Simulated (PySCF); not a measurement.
C5H7BO, SMILES BCc1ccco1 at its GFN2-xTB optimised geometry (Å):

```
14

B     -1.2036    -1.8100    -1.5916
C     -1.3981    -1.7164    -0.0358
C     -0.4143    -0.5913     0.0000
C      0.9584    -0.5913     0.0000
C      1.3586     0.7646     0.0000
C      0.2081     1.4916    -0.0129
O     -0.8648     0.6819    -0.0170
H     -0.3720    -2.5042    -2.0300
H     -1.8425    -1.1318    -2.2972
H     -2.3604    -1.3733     0.3326
H     -1.0441    -2.5479     0.5670
H      1.5952    -1.4520     0.0158
H      2.3604     1.1423     0.0066
H      0.0255     2.5479    -0.0142
```

Computed with PySCF with CAM-B3LYP/def2-TZVP. Cells within 0.4 Å of a nucleus heavier than hydrogen are left out (blank, or x).

Map of the electron localisation function on the plane z = 0.0 Å:

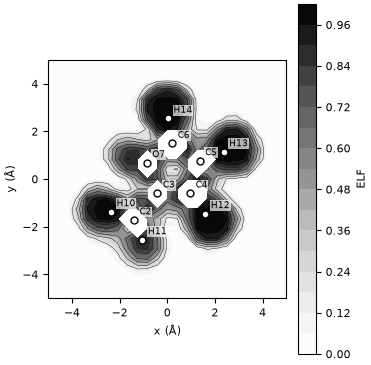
Electron localisation function on the plane z = 0.0 Å.
